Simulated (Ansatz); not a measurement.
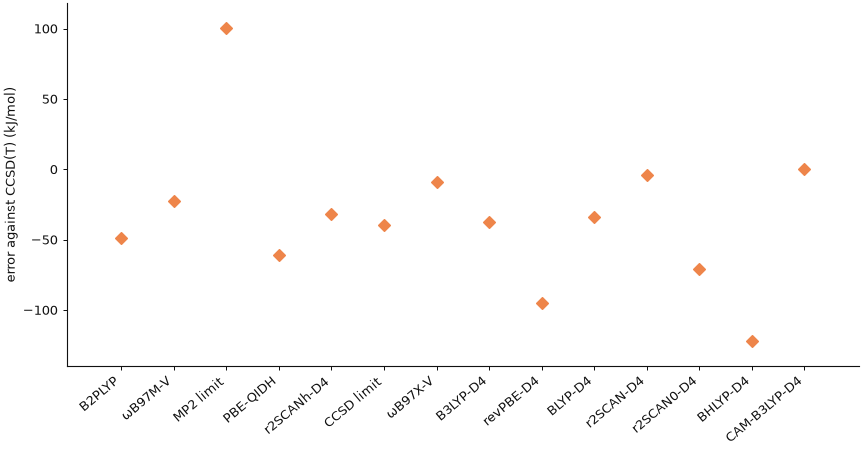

Error in the electronic atomisation energy (method less reference, so positive means overbinding) of Si₂H₃OF₂, SMILES F[Si](F)O[SiH3], doublet: functionals in def2-TZVPP against frozen-core CCSD(T) at the limit (MP2 extrapolated from triple and quadruple zeta, plus CCSD(T) less MP2 in a smaller set), which gives 3035.2 kJ/mol, at a PBE0-D4/def2-TZVP geometry (a minimum by its frequencies), no zero-point or spin-orbit term, the Ansatz code. The reference leaves out core correlation, a term that grows with the number of heavy atoms. B2PLYP and PBE-QIDH hold a correlation term that converges slowly with the basis, so part of the distance to the limit is basis error. No dispersion term is added to B2PLYP and PBE-QIDH. Limit means the basis limit.

What range do the values span?

From −122.1 kJ/mol (BHLYP-D4) to 100.3 kJ/mol (MP2 limit).

Give the values.

| level | kJ/mol |
| --- | --- |
| B2PLYP | −49.0 |
| ωB97M-V | −22.2 |
| MP2 limit | 100.3 |
| PBE-QIDH | −61.1 |
| r2SCANh-D4 | −31.5 |
| CCSD limit | −39.6 |
| ωB97X-V | −8.9 |
| B3LYP-D4 | −37.6 |
| revPBE-D4 | −95.1 |
| BLYP-D4 | −34.0 |
| r2SCAN-D4 | −4.1 |
| r2SCAN0-D4 | −70.8 |
| BHLYP-D4 | −122.1 |
| CAM-B3LYP-D4 | 0.4 |

Limits of at least one run: one conformer of a flexible molecule.
